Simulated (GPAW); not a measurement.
**Property calculation of GeH₂F**

- system: GeH₂F, multiplicity 2, SMILES [F][GeH2]
- method: HSE06/plane waves, UKS, dispersion D3(BJ), scalar-relativistic datasets (GPAW 26.7.0)

The geometry comes from this level: PBE0-D4/def2-TZVP.

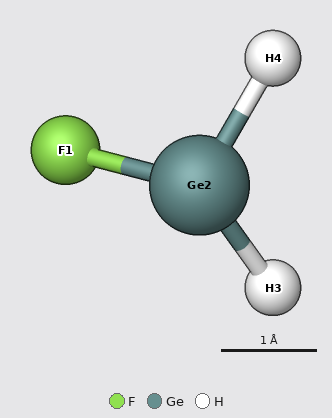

**Figure 1.** The input geometry (ball-and-stick view, seen at a tilt; atoms are numbered from 1 in the order of the input). Sticks mark near contacts. Bond lengths as drawn: F–Ge 1.75 Å and Ge–H 1.55 Å.

The input (sp.py):
```python
import numpy as np
from ase.calculators.mixing import SumCalculator
from ase.io import read
from ase.units import Debye
from dftd3.ase import DFTD3
from gpaw import GPAW, PW

# Structure
atoms = read("FGeH2.sdf")
atoms.center(vacuum=4.5)
atoms.set_initial_magnetic_moments([0.5, 0.5, 0.0, 0.0])

# Ground state
calc = GPAW(mode=PW(400),
            xc="HSE06",
            occupations={"name": "fermi-dirac", "width": 0.0, "fixmagmom": True},
            maxiter=60,
            symmetry="off",
            txt="-")
atoms.calc = SumCalculator([DFTD3(method="HSE06", damping="d3bj"), calc])

energy = atoms.get_potential_energy()
print(f"Energy = {energy:.5f} eV")
dipole = calc.get_dipole_moment(atoms) / Debye
print(f"Dipole                  {np.linalg.norm(dipole):.3f} D")
```

File FGeH2.sdf:
```

     RDKit          3D

  4  3  0  0  0  0  0  0  0  0999 V2000
    0.1382   -0.5854    1.4420 F   0  0  0  0  0  0  0  0  0  0  0  0
    0.3057   -0.2232   -0.2571 Ge  0  0  0  0  0  3  0  0  0  0  0  0
   -1.0788   -0.5278   -0.8820 H   0  0  0  0  0  0  0  0  0  0  0  0
    0.6904    1.2760   -0.3231 H   0  0  0  0  0  0  0  0  0  0  0  0
  2  1  1  0
  3  2  1  0
  4  2  1  0
M  RAD  1   2   2
M  END
$$$$
```

Run on 1 thread of Intel Xeon @ 2.50GHz (Skylake/Cascade Lake), 12 GiB of memory available, shared host.

Command:
```bash
python sp.py > sp.log
```

Log:
```
__  _  _
 | _ |_)|_||  |
 |__||  | ||/\| - 26.7.0

units:  Angstrom and eV
cores:  1
OpenMP: False

Versions:
  Python: 3.12.14
  ASE:    3.29.0
  Numpy:  2.5.5
  Scipy:  1.18.1
  Libxc:  7.0.0

        _gpaw.cpython-312-x86_64-linux-gnu.so

Input parameters:
  mode=PW(ecut=400.0),
  maxiter=60,
  occupations=Occupations(name='fermi-dirac', width=0.0, fixmagmom=True),
  symmetry=Symmetry(point_group=False, time_reversal=False),
  xc=XC(name='HSE06')

Diagonalizing LCAO Hamiltonian
Converting LCAO to pw mode
        .-------------------------.
       /|                         |
      / |                         |
     /  |                         |
    /   |                         |
   /    |                         |
  /     |                         |
 *      |                         |
 |      |                         |
 |      |                         |
 |      |         F               |
 |      |           H             |
 |      |      H  Ge              |
 |      |                         |
 |      .-------------------------.
 |     /                         /
 |    /                         /
 |   /                         /
 |  /                         /
 | /                         /
 |/                         /
 *-------------------------*

Atoms  # Å, Bohr magnetons
|   | symbol |        x |        y |        z |    initial magnetic moments |
|---|--------|----------|----------|----------|-----------------------------|
| 0 |      F | 5.717000 | 4.500000 | 6.824000 | ( 0.0000,  0.0000,  0.5000) |
| 1 |     Ge | 5.884500 | 4.862200 | 5.124900 | ( 0.0000,  0.0000,  0.5000) |
| 2 |      H | 4.500000 | 4.557600 | 4.500000 | ( 0.0000,  0.0000,  0.0000) |
| 3 |      H | 6.269200 | 6.361400 | 5.058900 | ( 0.0000,  0.0000,  0.0000) |

Unit cell  # Å
| periodic |         x |         y |         z |   lengths |    angles |
|----------|-----------|-----------|-----------|-----------|-----------|
|       no | 10.769200 |  0.000000 |  0.000000 | 10.769200 | 90.000000 |
|       no |  0.000000 | 10.861400 |  0.000000 | 10.861400 | 90.000000 |
|       no |  0.000000 |  0.000000 | 11.324000 | 11.324000 | 90.000000 |

Number of symmetries: 1
Symmetry operations  # r_c * U_cc + t_c -> r_c
|   | kind |            matrix            |
|---|------|------------------------------|
| 0 |  E   |  1, 0, 0,  0, 1, 0,  0, 0, 1 |

BZ-sampling:
  Number of BZ points: 1
  Number of IBZ points: 1

  Monkhorst-Pack size: [1, 1, 1]
  Monkhorst-Pack shift: [0, 0, 0]

K-points  # in reciprocal-cell coordinates
|   |                                coordinates |     weight |
|---|--------------------------------------------|------------|
| 0 | (  0.00000000,   0.00000000,   0.00000000) | 1.00000000 |

Plane wave coefficients: 12047
Cutoff: 400.0 eV

Spin-components: 2 (collinear spins)
Bands:           10
Projectors:      16
Spin-degeneracy: 1
Datatype:        float64

  Storage: CPU
  Wave functions: 3_855_040 bytes (3_855_040 per core)
  Projectors: 5_011_552 bytes (5_011_552 per core)

Parallelization:
  kpt:    1
  domain: 1
  band:   1

Density:
  Valence electrons: 13.0
  Components: 2
  Grid points: [50 54 54]
  Charge: 0.0  # |e|

Potential:
  Grid points: [50 54 54]

species:
  F:
    name:    Fluorine
    Z:       9.0
    valence: 7
    core:    2
    charge:  0.0  # [|e|]
    file:    F.PBE.gz
    compensation charges:
      type: gauss
      rc: 0.20  # [Å]
      lmax: 2
    cutoffs:
      filter: 1.14  # [Å]
      core: 0.74  # [Å]
    projectors
    | kind |    occ | energy [eV] | rcut [Å] |
    |------|--------|-------------|----------|
    |   2s |  2.000 |     -29.898 |    0.635 |
    |   2p |  5.000 |     -11.110 |    0.635 |
    |    s |        |      -2.687 |    0.635 |
    |    p |        |      16.102 |    0.635 |
    |    d |        |       0.000 |    0.635 |

    Using partial waves for F as LCAO basis

  Ge:
    name:    Germanium
    Z:       32.0
    valence: 4
    core:    28
    charge:  0.0  # [|e|]
    file:    Ge.PBE.gz
    compensation charges:
      type: gauss
      rc: 0.32  # [Å]
      lmax: 2
    cutoffs:
      filter: 1.77  # [Å]
      core: 3.42  # [Å]
    projectors
    | kind |    occ | energy [eV] | rcut [Å] |
    |------|--------|-------------|----------|
    |   4s |  2.000 |     -11.726 |    1.005 |
    |   4p |  2.000 |      -3.896 |    1.005 |
    |    s |        |      15.485 |    1.005 |
    |    p |        |      23.315 |    1.005 |
    |    d |        |       0.000 |    1.005 |

    Using partial waves for Ge as LCAO basis

  H:
    name:    Hydrogen
    Z:       1.0
    valence: 1
    core:    0
    charge:  0.0  # [|e|]
    file:    H.PBE.gz
    compensation charges:
      type: gauss
      rc: 0.15  # [Å]
      lmax: 2
    cutoffs:
      filter: 0.85  # [Å]
      core: 0.53  # [Å]
    projectors
    | kind |    occ | energy [eV] | rcut [Å] |
    |------|--------|-------------|----------|
    |   1s |  1.000 |      -6.494 |    0.476 |
    |    s |        |      20.717 |    0.476 |
    |    p |        |       0.000 |    0.476 |

    Using partial waves for H as LCAO basis

Reference energy: -59836.698962  # eV

eigensolver:
  PPCG
  Converge bands: occupied
  niter=2

density mixing:
  MSR1-Mixer
  Pratt-step length: 0.05
  Maximum mixing coefficient: 0.75
  Old densities: 10
  SVD Regularization: 0.005
  Good broyden scale: 1.0
  Trust region scale: 1.0
  Backstep threshold: 4.0
  History deletion threshold: 6.0
  Fourier metric: weight=20.0, sigma=0.015

occupation numbers:
  Fixed magnetic moment: 1.000
  # Zero width

poisson solver:
  ecut: 3200.0  # eV

xc functional:
  name: HYB_GGA_XC_HSE06 with 2 nearest neighbor stencil

Initialization done in: 2.803 s

convergence criteria:
- Maximum [total energy] change in last 3 cyles: 0.0005 eV / valence electron
- Maximum integral of absolute [dens]ity change: 0.0001 electrons / valence electron
- Maximum integral of absolute [eigenst]ate change: 4e-08 eV^2 / valence electron
maximum number of iterations: 60

IBZ(<points: 1, symmetries: 1>)
Occupied bands: 7
Transforming wave functions from IBZ to BZ: 0.013 seconds
Distributing wave functions and iFFT-ing to real space: 0.055 seconds
SCF iterations
|iter     |     time |      energy | eigst |  dens |  magmom |
|---------|----------|-------------|-------|-------|---------|
|iter:   1| 00:00:07 | -615.769817 | +0.23 |       |  +0.9925|
|iter:   2| 00:00:16 |  -26.961641 | -0.36 | -0.49 |  +0.9929|
|iter:   3| 00:00:26 |  -26.759913 | -1.14 | -0.58 |  +0.9940|
|iter:   4| 00:00:35 |  -26.409616 | -1.37 | -0.69 |  +0.9960|
|iter:   5| 00:00:45 |  -26.425518 | -1.52 | -0.91 |  +0.9981|
|iter:   6| 00:00:54 |  -26.394337 | -2.36 | -1.22 |  +0.9991|
|iter:   7| 00:01:04 |  -26.396057 | -2.65 | -1.56 |  +0.9997|
|iter:   8| 00:01:14 |  -26.398286c| -3.30 | -1.81 |  +1.0000|
|iter:   9| 00:01:23 |  -26.394869c| -3.42 | -2.10 |  +1.0000|
|iter:  10| 00:01:33 |  -26.394928c| -3.86 | -2.55 |  +1.0000|
|iter:  11| 00:01:43 |  -26.394925c| -4.97 | -2.76 |  +1.0000|
|iter:  12| 00:01:52 |  -26.394916c| -5.29 | -3.19 |  +1.0000|
|iter:  13| 00:02:02 |  -26.394915c| -5.66 | -3.48 |  +1.0000|
|iter:  14| 00:02:12 |  -26.394917c| -7.08 | -4.12c|  +1.0000|
|iter:  15| 00:02:21 |  -26.394916c| -6.63 | -4.17c|  +1.0000|
|iter:  16| 00:02:31 |  -26.394917c| -8.10c| -4.28c|  +1.0000|

Converged in 16 steps
SCF loop duration: 148.691 s (9.293 s/step)
Energy contributions relative to reference atoms: (reference = -59836.698962)

Energy contributions:
  Kinetic:           9.796083
  Coulomb:          -9.005009
  Zero:              0.130938
  External:          0.000000
  Xc:              572.190939
  Entropy:           0.000000
  Spinorbit:         0.000000
  Hybrid_Xc_Cc:      -558.980537
  Hybrid_Xc_Vc:        -5.697968
  Hybrid_Xc_Vv:       -34.829363
  ----------------------------
  Free energy:     -26.394917
  Extrapolated:    -26.394917

dipole moment: (0.032518, 0.102269, -0.431303)  # |e|*Ang

Total magnetic moment: (0.000000, 0.000000, 1.000000)

Local magnetic moments
|        x |        y |        z |
|----------|----------|----------|
| 0.000000 | 0.000000 | 0.052888 |  # F    0
| 0.000000 | 0.000000 | 0.221522 |  # Ge   1
| 0.000000 | 0.000000 | 0.028510 |  # H    2
| 0.000000 | 0.000000 | 0.028546 |  # H    3

Fermi levels: -2.099, -4.803
Eigenvalues  # (at kpt = [0.000, 0.000, 0.000])
| band index |      eig [eV] | occ [0-1] |      eig [eV] | occ [0-1] |
|------------|---------------|-----------|---------------|-----------|
|          0 |       -31.763 |     1.000 |       -31.602 |     1.000 |
|          1 |       -15.539 |     1.000 |       -14.988 |     1.000 |
|          2 |       -11.560 |     1.000 |       -11.193 |     1.000 |
|          3 |       -11.273 |     1.000 |       -11.153 |     1.000 |
|          4 |       -10.977 |     1.000 |       -10.680 |     1.000 |
|          5 |        -9.287 |     1.000 |        -8.933 |     1.000 |
|          6 |        -6.147 |     1.000 |        -3.460 |     0.000 |
|          7 |        -0.738 |     0.000 |        -0.421 |     0.000 |
|          8 |        -0.465 |     0.000 |        -0.286 |     0.000 |
|          9 |         0.547 |     0.000 |         0.650 |     0.000 |

Gap: 2.722 eV
Transition (v -> c):
  (s=1, k=0, n=6, [0.00, 0.00, 0.00]) -> (s=0, k=0, n=7, [0.00, 0.00, 0.00])
No difference between direct/indirect transitions
vacuum-level: 0.259  # V
Energy = -26.41977 eV
Dipole                  2.135 D
```

Key numbers:

```tsv
quantity	value
outcome	converged
energy relative to the program's reference atoms	−26.4198 eV
dispersion energy	−0.000913 hartree
dipole moment	2.13 D
wall time	2.6 min
peak memory	0.57 GiB
```
